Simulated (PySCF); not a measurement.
# EPR calculation, with input and output: C₄H₉P₂Si

System: C₄H₉P₂Si, multiplicity 2, SMILES C#CCC[Si](P)P.
Method: UKS B3LYP, pcH-1 on C H P Si, non-relativistic, mean-field spin-orbit, GIAO (PySCF 2.14.0).

It belongs to a series of runs on one base structure; here: H removed from Si.

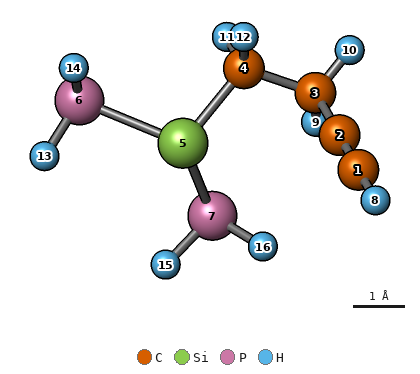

*The structure as given in the input (ball-and-stick view, seen at a tilt; atoms are numbered from 1 in the order of the input).*

Bond lengths as drawn: C–C 1.20 to 1.53 Å, C–H 1.05 to 1.10 Å, C–Si 1.93 Å, H–P 1.38 Å and P–Si 2.27 Å.

## Input file
```
{"job": {"kind": "epr", "basis": "pcH-1"}, "charge": 0, "multiplicity": 2}
C      2.331622    -0.762819     1.747056
C      1.958207    -0.701087     0.611482
C      1.492790    -0.592816    -0.754097
C      0.591584     0.627953    -0.932168
Si    -0.944791     0.524672     0.232165
P     -2.500387     1.873995    -0.721513
P     -1.628986    -1.633296     0.092894
H      2.666959    -0.831513     2.738431
H      0.932469    -1.501131    -1.007826
H      2.358871    -0.532963    -1.421157
H      0.248833     0.678290    -1.968577
H      1.162882     1.536627    -0.736114
H     -3.356660     1.868960     0.365177
H     -1.892059     3.047778    -0.316152
H     -2.671129    -1.499668     0.995209
H     -0.757805    -2.094038     1.063780
```

The first line tells a small driver script what to run in PySCF; the rest is the geometry in Å.

Hardware: 1 CPU thread, shared host.

Launch command:
```bash
OMP_NUM_THREADS=1 python <driver script> task.json out
```

## What the program printed
```
UKS, coarse grid
  cycle   1  E = -1129.92776979  |g| = 3.53e-01
  cycle   2  E = -1129.91952518  |g| = 3.48e-01
  cycle   3  E = -1129.98265667  |g| = 6.15e-02
  cycle   4  E = -1129.98418338  |g| = 2.78e-02
  cycle   5  E = -1129.98453723  |g| = 1.17e-02
  cycle   6  E = -1129.98459129  |g| = 6.00e-03
  cycle   7  E = -1129.98460986  |g| = 6.93e-04
  cycle   8  E = -1129.98460954  |g| = 4.30e-04
UKS, final grid
  cycle   1  E = -1129.98461694  |g| = 6.08e-04
  cycle   2  E = -1129.98461668  |g| = 8.79e-04
  cycle   3  E = -1129.98461718  |g| = 7.26e-05
  cycle   4  E = -1129.98461718  |g| = 2.98e-05
E = -1129.98461718 Eh   <S^2> = 0.7527 (exact 0.7500)
g shifts (ppm)      1          2          3
  rmc          -154       -154       -154
  gc             22         55         59
  oz_so        -759       1952       5015
  total        -891       1852       4919
hyperfine (MHz)  atom isotope    a_iso     a_fc   dipolar eigenvalues
    0   13C       3.11       3.11     -1.18     -1.10      2.29
    1   13C      -0.48      -0.48     -0.81     -0.26      1.08
    2   13C      -1.23      -1.23     -0.56     -0.31      0.87
    3   13C      18.92      18.89     -4.54     -4.06      8.59
    4  29Si    -508.50    -509.15   -144.40     71.50     72.89
    5   31P     -11.02     -10.60    -55.67    -49.06    104.73
    6   31P     -10.55     -10.14    -55.27    -48.51    103.78
    7    1H      -0.73      -0.73     -1.20     -0.74      1.94
    8    1H      -0.09      -0.09     -1.57     -1.05      2.62
    9    1H       3.71       3.71     -1.11     -0.74      1.85
   10    1H      34.29      34.29     -3.72      0.40      3.32
   11    1H       5.31       5.31     -3.95     -2.29      6.24
   12    1H      13.83      13.82     -3.70     -0.41      4.11
   13    1H      15.90      15.89     -3.82     -0.43      4.24
   14    1H       6.70       6.68     -3.65     -0.24      3.88
   15    1H      22.48      22.47     -3.87     -0.52      4.39
```

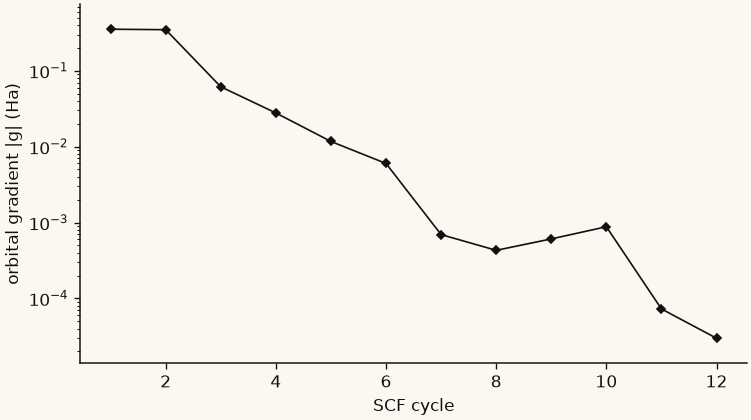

*Convergence of the self-consistent field: orbital gradient |g| against the SCF cycle.*

All cycles printed in the log are drawn one after another.

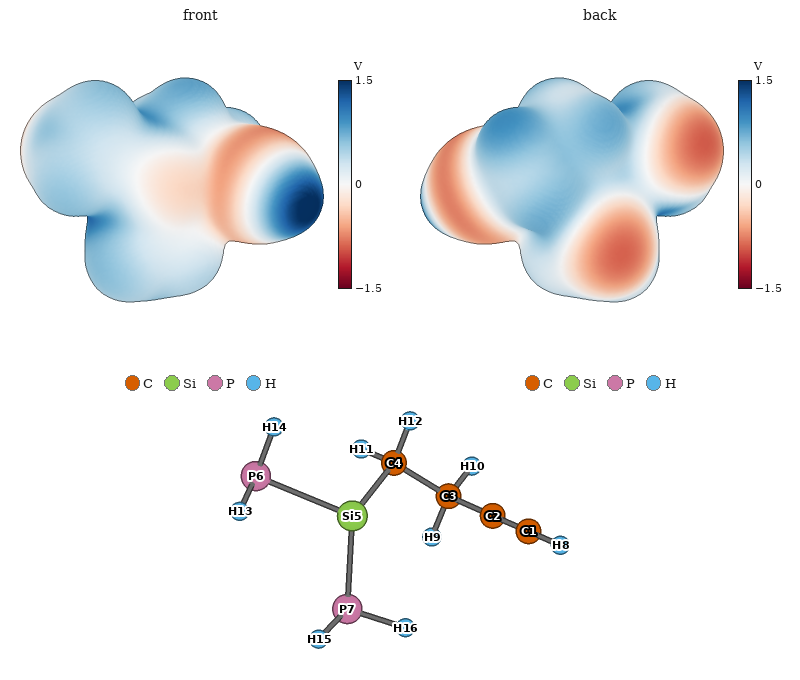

*The electrostatic potential painted on the density surface at 0.002 e/bohr³, seen at a tilt and from behind; the colour scale runs from red (negative) to blue (positive). The bare structure is drawn below in the same view.*

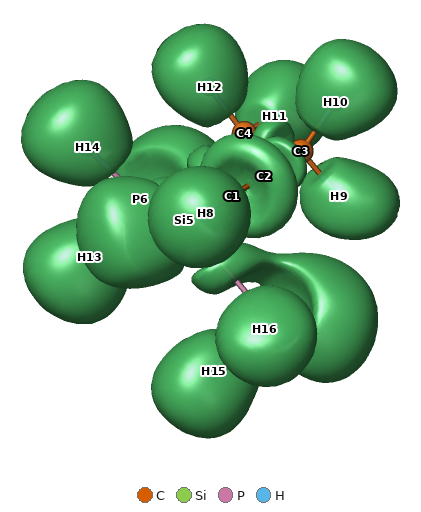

*Isosurface of the ELF at 0.8 (green), seen at an oblique angle. Only the valence region is drawn (cores and ρ < 0.01 e/Å³ removed).*

Along the contacts the grid gives the following. C–C (1.20 Å): the ELF peaks at about 0.85 between the atoms; a double or triple bond. C–Si (1.93 Å): the ELF peaks at about 0.95 between the atoms (localised, shared-pair bonding).

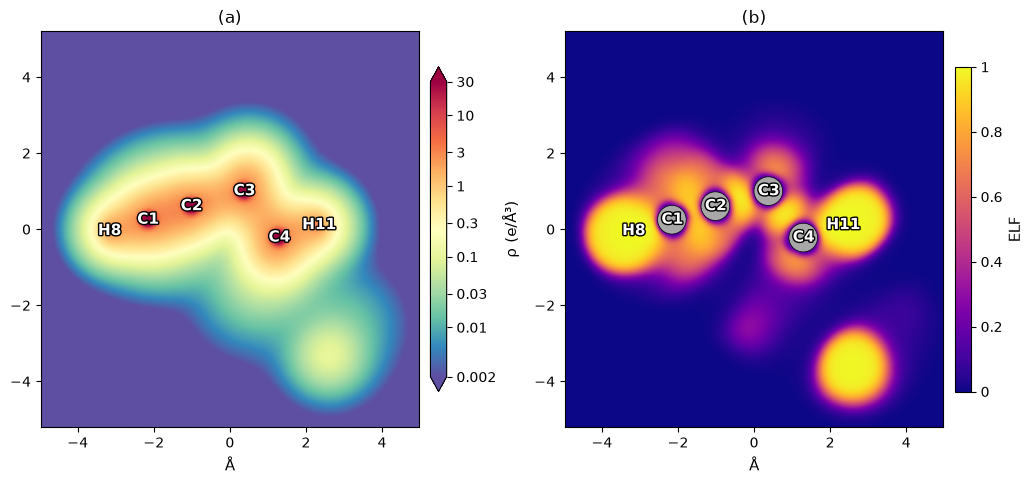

*(a) total electron density; (b) ELF on the plane of atoms C2, C3 and C4. Grey discs, where drawn, cover atomic cores.*

Atoms in the plane: C and H. C–C (1.20 Å): ρ at the midpoint is about 2.8 e/Å³; the ELF peaks at about 0.85 between the atoms; a double or triple bond.

## Summary

- outcome: converged
- total energy: −1129.984617 hartree
- ⟨S²⟩: 0.753
- isotropic g: 2.0043
- wall time: 88 s
- peak memory: 1 GiB
